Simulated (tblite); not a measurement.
## Geometry relaxation of C4H8N2Si2 (part 1 of 2)

- system: C4H8N2Si2
- method: GFN2-xTB geometry optimisation, gas phase (tblite 0.8.0)

It belongs to a series of runs on one base structure; here: constitutional isomer.

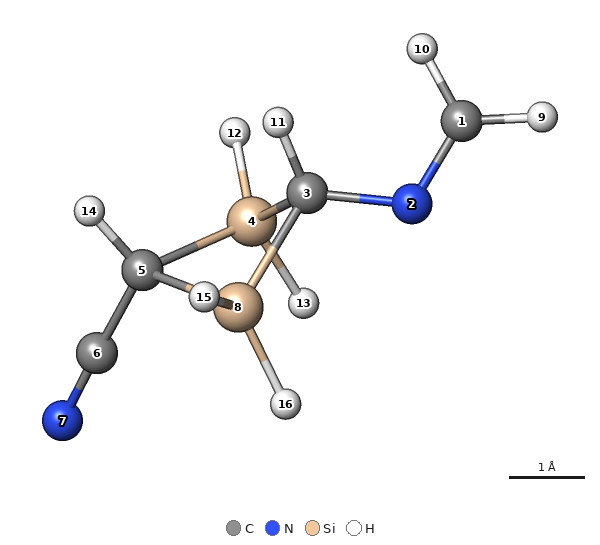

Figure 1. The structure as given in the input (ball-and-stick view, seen at an oblique angle; atoms are numbered from 1 in the order of the input).

Results in brief:

```csv
quantity,value
outcome,converged
total energy,−594.3820 eV
hardware,"1 CPU thread, shared host"
wall time,1.6 s
peak memory,0.18 GiB
```

Input file:
```
{"job": {"kind": "relax", "xc": "GFN2-xTB", "basis": "xTB"}, "charge": 0, "multiplicity": 1}
C      2.966900    -0.153000    -0.558200
N      1.985600     0.237900     0.184700
C      0.710100     0.169400    -0.417000
Si    -0.444100    -1.181300     0.145100
C     -1.799700     0.077800    -0.122300
C     -2.863500    -0.137100     0.839700
N     -3.695800    -0.309000     1.633000
Si    -0.506000     1.344900     0.399200
H      3.999300    -0.166700    -0.237000
H      2.778000    -0.495300    -1.586900
H      0.737000     0.249000    -1.514100
H     -0.442000    -2.331600    -0.735800
H     -0.309800    -1.543700     1.585400
H     -2.127800     0.180100    -1.183000
H     -0.591000     2.625100    -0.312400
H     -0.404600     1.442400     1.868200
```

The first line tells a small driver script what to run in tblite; the rest is the geometry in Å.

Launched with:
```bash
OMP_NUM_THREADS=1 python <driver script> task.json out
```

Log:
```
step      E/eV     max force
  0    -593.73354    2.920
  1    -593.93048    3.709
  2    -593.96805    4.685
  3    -594.06284    1.899
  4    -594.11551    0.675
  5    -594.15364    0.585
  6    -594.19489    0.371
  7    -594.20536    0.395
  8    -594.22411    0.321
  9    -594.23716    0.406
 10    -594.24827    0.289
 11    -594.25578    0.193
 12    -594.26285    0.227
 13    -594.26977    0.244
 14    -594.27647    0.244
 15    -594.28182    0.195
 16    -594.28584    0.125
 17    -594.28880    0.121
 18    -594.29129    0.139
 19    -594.29423    0.175
 20    -594.29815    0.191
 21    -594.30267    0.228
 22    -594.30674    0.167
 23    -594.31012    0.155
 24    -594.31334    0.169
 25    -594.31665    0.178
 26    -594.31985    0.153
 27    -594.32260    0.117
 28    -594.32471    0.109
 29    -594.32611    0.081
 30    -594.32720    0.080
 31    -594.32840    0.095
 32    -594.32975    0.126
 33    -594.33120    0.114
 34    -594.33280    0.111
 35    -594.33461    0.128
 36    -594.33655    0.115
 37    -594.33850    0.130
 38    -594.34020    0.091
 39    -594.34167    0.107
 40    -594.34331    0.114
 41    -594.34554    0.178
 42    -594.34815    0.210
 43    -594.35137    0.173
 44    -594.35401    0.119
 45    -594.35568    0.135
 46    -594.35812    0.142
 47    -594.36132    0.154
 48    -594.36506    0.151
 49    -594.36826    0.124
 50    -594.37004    0.127
 51    -594.37011    0.260
 52    -594.37131    0.073
 53    -594.37164    0.045
 54    -594.37211    0.041
 55    -594.37230    0.058
 56    -594.37249    0.033
 57    -594.37264    0.031
 58    -594.37281    0.028
 59    -594.37300    0.041
 60    -594.37322    0.041
 61    -594.37345    0.043
 62    -594.37366    0.038
 63    -594.37385    0.041
 64    -594.37402    0.039
 65    -594.37420    0.030
 66    -594.37439    0.033
 67    -594.37456    0.040
 68    -594.37471    0.045
 69    -594.37488    0.048
 70    -594.37510    0.051
 71    -594.37537    0.043
 72    -594.37558    0.032
 73    -594.37572    0.031
 74    -594.37583    0.033
 75    -594.37597    0.035
 76    -594.37618    0.040
 77    -594.37642    0.047
 78    -594.37666    0.058
 79    -594.37691    0.062
 80    -594.37728    0.065
 81    -594.37780    0.050
 82    -594.37841    0.132
 83    -594.37897    0.049
 84    -594.37948    0.045
 85    -594.37977    0.054
 86    -594.38011    0.067
 87    -594.38032    0.055
 88    -594.38045    0.031
 89    -594.38054    0.023
 90    -594.38064    0.035
 91    -594.38076    0.043
 92    -594.38089    0.061
 93    -594.38102    0.038
 94    -594.38112    0.038
 95    -594.38122    0.026
 96    -594.38132    0.028
 97    -594.38143    0.023
 98    -594.38152    0.031
 99    -594.38158    0.016
100    -594.38162    0.020
101    -594.38168    0.016
102    -594.38174    0.019
103    -594.38179    0.018
104    -594.38183    0.018
105    -594.38187    0.019
106    -594.38192    0.015
107    -594.38195    0.016
108    -594.38197    0.016
109    -594.38198    0.011
110    -594.38199    0.007
```

Trajectory as extended XYZ (Å, eV, eV/Å), 30 of the 111 frames kept, from step=0 to step=110:
```
16
Properties=species:S:1:pos:R:3:forces:R:3 step=0 energy=-593.73354
C     2.9669   -0.1530   -0.5582   -1.3040   0.5270   0.8250
N     1.9856    0.2379    0.1847    2.0520  -1.1970  -1.6980
C     0.7101    0.1694   -0.4170    1.2510   0.8860   0.3030
Si   -0.4441   -1.1813    0.1451    0.2290  -2.3190   0.6090
C    -1.7997    0.0778   -0.1223   -2.3840  -0.2310   0.5570
C    -2.8635   -0.1371    0.8397   -0.9030   0.1310  -0.0430
N    -3.6958   -0.3090    1.6330    1.4910   0.2710  -1.3100
Si   -0.5060    1.3449    0.3992   -0.1540   2.1130   0.3590
H     3.9993   -0.1667   -0.2370   -0.2820   0.1300   0.2570
H     2.7780   -0.4953   -1.5869    0.1800   0.0960   0.1310
H     0.7370    0.2490   -1.5141    0.0430  -0.1410   0.0150
H    -0.4420   -2.3316   -0.7358   -0.0520  -0.3430  -0.1110
H    -0.3098   -1.5437    1.5854   -0.0090   0.0990  -0.5900
H    -2.1278    0.1801   -1.1830   -0.1000  -0.1030   0.9580
H    -0.5910    2.6251   -0.3124   -0.0930   0.0600   0.1580
H    -0.4046    1.4424    1.8682    0.0350   0.0200  -0.4220
16
Properties=species:S:1:pos:R:3:forces:R:3 step=4 energy=-594.11551
C     2.9722   -0.1557   -0.5701    0.1140  -0.0530  -0.1030
N     2.0229    0.2116    0.1624    0.0520  -0.1210  -0.0740
C     0.7291    0.1975   -0.3930    0.1850   0.0260   0.2110
Si   -0.4385   -1.2328    0.1545    0.0720  -0.2150  -0.2020
C    -1.8319    0.0700   -0.1012   -0.0940  -0.0730   0.3400
C    -2.8891   -0.1254    0.8130    0.2210   0.1910  -0.6090
N    -3.6785   -0.3066    1.6211   -0.3750  -0.0590   0.3120
Si   -0.5186    1.3980    0.4028   -0.1420   0.3190  -0.1120
H     3.9890   -0.1610   -0.2210    0.0350   0.0150   0.1830
H     2.7902   -0.4920   -1.5911    0.2130  -0.0080  -0.3000
H     0.7398    0.2420   -1.5065    0.0010  -0.0550   0.3170
H    -0.4446   -2.3626   -0.7498   -0.0310  -0.3200  -0.1010
H    -0.3082   -1.5458    1.5707    0.0400  -0.1210  -0.0510
H    -2.1405    0.1748   -1.1447   -0.1750  -0.0640   0.3030
H    -0.5986    2.6495   -0.3135   -0.1370   0.4060  -0.0360
H    -0.4024    1.4475    1.8549    0.0200   0.1330  -0.0770
16
Properties=species:S:1:pos:R:3:forces:R:3 step=8 energy=-594.22411
C     2.9961   -0.1681   -0.5953   -0.1870   0.0710   0.1080
N     2.0490    0.1873    0.1542    0.2420  -0.1220  -0.1090
C     0.7387    0.1990   -0.3490   -0.0540  -0.0190   0.0050
Si   -0.4270   -1.2681    0.1261   -0.1190   0.0330   0.0660
C    -1.8262    0.0643   -0.0651    0.0170   0.0160  -0.0100
C    -2.9217   -0.1120    0.7988    0.1610  -0.0580   0.2720
N    -3.7052   -0.3015    1.6161   -0.2060   0.0500  -0.0800
Si   -0.5353    1.4488    0.3797    0.0780  -0.0610  -0.0310
H     3.9949   -0.1624   -0.1901    0.0410  -0.0740  -0.0730
H     2.8441   -0.4862   -1.6400    0.1770   0.1120   0.1360
H     0.7397    0.2339   -1.4520   -0.0330   0.0310  -0.1250
H    -0.4513   -2.4277   -0.7693   -0.0100   0.0510   0.0700
H    -0.2991   -1.5766    1.5494    0.0300  -0.1560  -0.1290
H    -2.1737    0.1615   -1.0908   -0.0330  -0.0170  -0.0920
H    -0.6310    2.7328   -0.3186   -0.0840  -0.0550   0.0890
H    -0.3998    1.4839    1.8344   -0.0220   0.1980  -0.0960
16
Properties=species:S:1:pos:R:3:forces:R:3 step=11 energy=-594.25578
C     3.0051   -0.1693   -0.5967    0.0730   0.0290   0.0330
N     2.0586    0.1730    0.1535   -0.0010  -0.1200  -0.0030
C     0.7409    0.1861   -0.3388    0.0510   0.1330  -0.1300
Si   -0.4359   -1.2735    0.1181   -0.0670   0.0470   0.0320
C    -1.8288    0.0659   -0.0549    0.0480  -0.0370   0.0720
C    -2.9050   -0.1172    0.8401   -0.0750   0.0650  -0.1120
N    -3.7492   -0.2905    1.5992    0.0600   0.0350  -0.0500
Si   -0.5264    1.4565    0.3633   -0.0570  -0.0490   0.0420
H     4.0029   -0.1762   -0.1920    0.0910  -0.0240   0.0380
H     2.8929   -0.4680   -1.6478   -0.0280   0.0780   0.0320
H     0.7337    0.2370   -1.4410    0.0060  -0.0190  -0.1660
H    -0.4559   -2.4402   -0.7625   -0.0250   0.0300  -0.0200
H    -0.2906   -1.6157    1.5236    0.0240  -0.1480   0.0560
H    -2.1896    0.1534   -1.0834   -0.0700  -0.0220   0.1540
H    -0.6580    2.7561   -0.3064   -0.0310  -0.1480   0.0340
H    -0.4024    1.5314    1.8143    0.0010   0.1510  -0.0130
16
Properties=species:S:1:pos:R:3:forces:R:3 step=15 energy=-594.28182
C     3.0292   -0.1667   -0.5910   -0.0290  -0.0330  -0.0070
N     2.0629    0.1400    0.1509   -0.0290   0.0790  -0.0380
C     0.7502    0.1909   -0.3589   -0.0340  -0.1860  -0.0150
Si   -0.4429   -1.2730    0.1204    0.1850  -0.0570   0.0190
C    -1.8253    0.0623   -0.0311   -0.0360   0.0050   0.0120
C    -2.9103   -0.1062    0.8492   -0.0850   0.0130   0.0130
N    -3.7789   -0.2729    1.5795   -0.0590   0.0220   0.0830
Si   -0.5259    1.4513    0.3593    0.0780  -0.0100   0.0310
H     4.0281   -0.1944   -0.1809   -0.0730  -0.0150   0.0760
H     2.9287   -0.4308   -1.6513    0.0010   0.0920  -0.0340
H     0.7341    0.2363   -1.4668    0.0820   0.0050   0.0180
H    -0.4673   -2.4407   -0.7622   -0.0410   0.0650  -0.0490
H    -0.2780   -1.6827    1.5109    0.0140  -0.0200  -0.0190
H    -2.2184    0.1422   -1.0447    0.0250   0.0150  -0.0510
H    -0.6904    2.7458   -0.2943   -0.0340  -0.0080  -0.1210
H    -0.4033    1.6076    1.7996    0.0350   0.0330   0.0830
16
Properties=species:S:1:pos:R:3:forces:R:3 step=19 energy=-594.29423
C     3.0334   -0.1673   -0.5895    0.0000   0.0560  -0.0100
N     2.0611    0.1337    0.1455   -0.0370  -0.0670   0.0650
C     0.7512    0.1729   -0.3711    0.0080   0.1480   0.0370
Si   -0.4265   -1.2809    0.1248   -0.1730   0.0110  -0.0250
C    -1.8284    0.0572   -0.0157    0.0110  -0.0320   0.0390
C    -2.9272   -0.0992    0.8558    0.0420  -0.0250   0.0350
N    -3.7995   -0.2587    1.5847    0.0170   0.0460  -0.0080
Si   -0.5159    1.4463    0.3641   -0.0600  -0.0050  -0.0130
H     4.0234   -0.2051   -0.1607   -0.0330  -0.0030   0.0280
H     2.9440   -0.3959   -1.6584    0.0210   0.0310  -0.0310
H     0.7500    0.2346   -1.4782    0.0040  -0.0330   0.0300
H    -0.4807   -2.4290   -0.7762   -0.0180  -0.0100  -0.0840
H    -0.2672   -1.7173    1.5053    0.0460   0.0000   0.0140
H    -2.2214    0.1399   -1.0335    0.1000  -0.0050   0.0490
H    -0.7093    2.7310   -0.3137    0.0170  -0.0850  -0.0720
H    -0.3946    1.6468    1.8057    0.0550  -0.0270  -0.0570
16
Properties=species:S:1:pos:R:3:forces:R:3 step=23 energy=-594.31012
C     3.0330   -0.1524   -0.5876   -0.0030   0.0080   0.0860
N     2.0512    0.1067    0.1517   -0.0450  -0.0330   0.0190
C     0.7484    0.1730   -0.3747   -0.0630  -0.1410   0.0170
Si   -0.4417   -1.2938    0.1250    0.1050  -0.0180  -0.0390
C    -1.8308    0.0432    0.0198    0.0310   0.0580   0.0330
C    -2.9394   -0.0971    0.8809    0.0230   0.0260  -0.0470
N    -3.8297   -0.2224    1.5944    0.0310   0.0110   0.0180
Si   -0.5148    1.4392    0.3676   -0.0300  -0.0010  -0.0410
H     4.0032   -0.2232   -0.1228    0.0800   0.0020  -0.0450
H     2.9751   -0.3275   -1.6715   -0.0270   0.0610   0.0860
H     0.7743    0.2244   -1.4830   -0.1110   0.0300   0.0570
H    -0.5083   -2.4094   -0.8227   -0.0210   0.0350   0.0010
H    -0.2366   -1.7665    1.4926    0.0100   0.0350  -0.0910
H    -2.1949    0.1353   -1.0074   -0.0280  -0.0180   0.0640
H    -0.7339    2.6834   -0.3704    0.0080  -0.0090  -0.0500
H    -0.3626    1.6959    1.7967    0.0390  -0.0470  -0.0690
16
Properties=species:S:1:pos:R:3:forces:R:3 step=27 energy=-594.32260
C     3.0326   -0.1388   -0.5664   -0.0180  -0.0210   0.0210
N     2.0349    0.0744    0.1670    0.0770  -0.0360   0.0200
C     0.7370    0.1501   -0.3717    0.0820   0.0680  -0.0020
Si   -0.4394   -1.3068    0.1148   -0.0600  -0.0270   0.0060
C    -1.8248    0.0399    0.0524   -0.0170  -0.0720  -0.0630
C    -2.9440   -0.0888    0.8967   -0.0170   0.0340   0.0810
N    -3.8425   -0.1914    1.6035    0.0160  -0.0110   0.0130
Si   -0.5183    1.4344    0.3586    0.0960   0.0160  -0.0200
H     4.0045   -0.2341   -0.1048   -0.0270   0.0480   0.0100
H     2.9915   -0.2595   -1.6587   -0.0460   0.0500   0.0700
H     0.7633    0.2229   -1.4756   -0.0290   0.0050  -0.0430
H    -0.5353   -2.3894   -0.8614   -0.0270  -0.0400  -0.0340
H    -0.2089   -1.7969    1.4642    0.0190  -0.0290   0.0330
H    -2.1824    0.1273   -0.9743   -0.0940  -0.0050  -0.0700
H    -0.7493    2.6449   -0.4279    0.0170   0.0280  -0.0320
H    -0.3266    1.7207    1.7722    0.0270  -0.0070   0.0100
16
Properties=species:S:1:pos:R:3:forces:R:3 step=30 energy=-594.32720
C     3.0346   -0.1350   -0.5537    0.0380   0.0130   0.0000
N     2.0324    0.0541    0.1772   -0.0580   0.0110   0.0250
C     0.7400    0.1429   -0.3728   -0.0230  -0.0090   0.0000
Si   -0.4432   -1.3164    0.1113   -0.0310   0.0050  -0.0150
C    -1.8256    0.0320    0.0626   -0.0290   0.0500  -0.0310
C    -2.9450   -0.0801    0.9132    0.0570  -0.0060  -0.0270
N    -3.8516   -0.1759    1.6104    0.0260   0.0040   0.0400
Si   -0.5083    1.4324    0.3517   -0.0270  -0.0160  -0.0210
H     4.0042   -0.2357   -0.0931    0.0300   0.0240   0.0520
H     2.9969   -0.2158   -1.6454   -0.0280   0.0160  -0.0580
H     0.7569    0.2229   -1.4790    0.0730  -0.0150   0.0300
H    -0.5532   -2.3828   -0.8836   -0.0180  -0.0280  -0.0050
H    -0.1921   -1.8217    1.4521    0.0040  -0.0230   0.0110
H    -2.1905    0.1217   -0.9641   -0.0710  -0.0150   0.0040
H    -0.7572    2.6271   -0.4586    0.0410  -0.0030   0.0110
H    -0.3058    1.7392    1.7605    0.0160  -0.0090  -0.0180
16
Properties=species:S:1:pos:R:3:forces:R:3 step=34 energy=-594.33280
C     3.0331   -0.1278   -0.5408   -0.0750   0.0630   0.0070
N     2.0268    0.0469    0.1917    0.0600  -0.0180  -0.0330
C     0.7384    0.1348   -0.3677    0.0020  -0.0570  -0.0060
Si   -0.4548   -1.3224    0.1037    0.0160   0.0040  -0.0040
C    -1.8321    0.0378    0.0470    0.0070  -0.0340   0.0060
C    -2.9337   -0.0750    0.9188   -0.0400  -0.0010   0.0290
N    -3.8291   -0.1723    1.6306    0.0540   0.0070   0.0270
Si   -0.5069    1.4294    0.3394   -0.0310  -0.0090   0.0050
H     4.0064   -0.2181   -0.0790   -0.0710   0.0100  -0.0420
H     2.9772   -0.1920   -1.6375    0.0810   0.0030   0.0760
H     0.7678    0.2195   -1.4715    0.0670  -0.0340  -0.0290
H    -0.5684   -2.3898   -0.8960   -0.0160   0.0320   0.0570
H    -0.1862   -1.8241    1.4483   -0.0510   0.0020  -0.0850
H    -2.2233    0.1162   -0.9708   -0.0080   0.0130  -0.0010
H    -0.7360    2.6233   -0.4766    0.0270   0.0090   0.0200
H    -0.2868    1.7225    1.7491   -0.0210   0.0120  -0.0280
16
Properties=species:S:1:pos:R:3:forces:R:3 step=38 energy=-594.34020
C     3.0305   -0.0975   -0.5172    0.0310  -0.0260   0.0320
N     2.0146    0.0129    0.2118   -0.0340  -0.0030  -0.0240
C     0.7367    0.1043   -0.3723    0.0060   0.0780  -0.0410
Si   -0.4706   -1.3347    0.0882   -0.0050   0.0090  -0.0380
C    -1.8436    0.0324    0.0499   -0.0170  -0.0250   0.0260
C    -2.9264   -0.0634    0.9474    0.0050  -0.0040  -0.0090
N    -3.8124   -0.1431    1.6718   -0.0040  -0.0040   0.0910
Si   -0.5073    1.4159    0.3185    0.0510  -0.0030  -0.0340
H     3.9956   -0.2038   -0.0500    0.0580   0.0330   0.0270
H     2.9977   -0.1108   -1.6141    0.0180   0.0190   0.0080
H     0.8084    0.2005   -1.4736   -0.0390  -0.0440  -0.0210
H    -0.6128   -2.3834   -0.9188   -0.0280  -0.0500  -0.0360
H    -0.1753   -1.8728    1.4075   -0.0630  -0.0010   0.0230
H    -2.2698    0.1057   -0.9555    0.0650   0.0180   0.0110
H    -0.7204    2.5976   -0.5186    0.0100   0.0180   0.0060
H    -0.2526    1.7493    1.7135   -0.0540  -0.0150  -0.0210
16
Properties=species:S:1:pos:R:3:forces:R:3 step=42 energy=-594.34815
C     3.0333   -0.0679   -0.4775    0.0080   0.0050  -0.0310
N     1.9957   -0.0241    0.2289    0.0980   0.0670  -0.0500
C     0.7358    0.0834   -0.3910   -0.0120  -0.2070  -0.0310
Si   -0.4898   -1.3494    0.0567   -0.0380  -0.0790   0.0240
C    -1.8587    0.0213    0.0575    0.0310   0.1170   0.0050
C    -2.9226   -0.0522    0.9823   -0.0090  -0.0300   0.1540
N    -3.7736   -0.1129    1.7519    0.1370   0.0110  -0.1060
Si   -0.4981    1.4005    0.2820   -0.0950   0.0260   0.0150
H     3.9987   -0.1694   -0.0089   -0.0100   0.0060   0.0960
H     3.0223   -0.0133   -1.5747    0.0130  -0.0010   0.0150
H     0.8399    0.1633   -1.4884   -0.0440   0.0420  -0.0770
H    -0.6741   -2.3921   -0.9551    0.0030   0.0160  -0.0150
H    -0.1918   -1.9170    1.3646   -0.0520   0.0210   0.0000
H    -2.3023    0.1014   -0.9388    0.0270   0.0050  -0.0130
H    -0.6897    2.5768   -0.5669   -0.0170   0.0140  -0.0190
H    -0.2328    1.7605    1.6658   -0.0390  -0.0130   0.0340
16
Properties=species:S:1:pos:R:3:forces:R:3 step=46 energy=-594.35812
C     3.0422   -0.0461   -0.4587   -0.0830   0.0450   0.0300
N     1.9899   -0.0281    0.2283   -0.0040  -0.0780  -0.1150
C     0.7346    0.0493   -0.4133   -0.0240   0.0970   0.0070
Si   -0.5131   -1.3642    0.0361    0.0230   0.0210  -0.0050
C    -1.8658    0.0295    0.0522    0.0360  -0.0620  -0.0180
C    -2.8987   -0.0502    1.0130    0.0990   0.0620  -0.0810
N    -3.7208   -0.1055    1.8116    0.0120  -0.0230   0.0140
Si   -0.5003    1.3921    0.2564    0.1100  -0.0100  -0.0030
H     3.9987   -0.1321    0.0337   -0.0400   0.0310   0.0360
H     3.0436    0.0259   -1.5544    0.0670  -0.0330   0.0060
H     0.8539    0.1375   -1.5131   -0.0590  -0.0100   0.0580
H    -0.7105   -2.4074   -0.9725   -0.0080   0.0240  -0.0190
H    -0.2367   -1.9267    1.3477   -0.0260  -0.0140   0.0470
H    -2.3175    0.1063   -0.9402   -0.0610   0.0070   0.0430
H    -0.6597    2.5825   -0.5837   -0.0290  -0.0450  -0.0100
H    -0.2474    1.7462    1.6455   -0.0130  -0.0130   0.0100
16
Properties=species:S:1:pos:R:3:forces:R:3 step=49 energy=-594.36826
C     3.0465    0.0045   -0.4178   -0.0700  -0.0890   0.0240
N     1.9695   -0.0767    0.2232   -0.0120   0.0010  -0.0530
C     0.7294    0.0016   -0.4440   -0.0640   0.0620   0.0150
Si   -0.5459   -1.3934    0.0057    0.1130   0.0340  -0.0380
C    -1.8646    0.0230    0.0536   -0.0330   0.0870  -0.0170
C    -2.8516   -0.0229    1.0614   -0.0450  -0.0610   0.0310
N    -3.6394   -0.0761    1.8949    0.0690   0.0280  -0.0350
Si   -0.4809    1.3726    0.2163    0.0430   0.0000  -0.0310
H     3.9799   -0.0766    0.1166    0.0070   0.0430   0.0250
H     3.0970    0.1308   -1.5058    0.0380   0.0160  -0.0220
H     0.8606    0.1001   -1.5417   -0.0200  -0.0330   0.0710
H    -0.7862   -2.4060   -1.0260    0.0080   0.0240   0.0100
H    -0.2817   -1.9762    1.3119   -0.0100  -0.0160   0.0120
H    -2.3686    0.1061   -0.9114   -0.0320   0.0050  -0.0070
H    -0.6325    2.5492   -0.6508   -0.0130  -0.0930   0.0390
H    -0.2390    1.7489    1.6026    0.0200  -0.0090  -0.0230
```
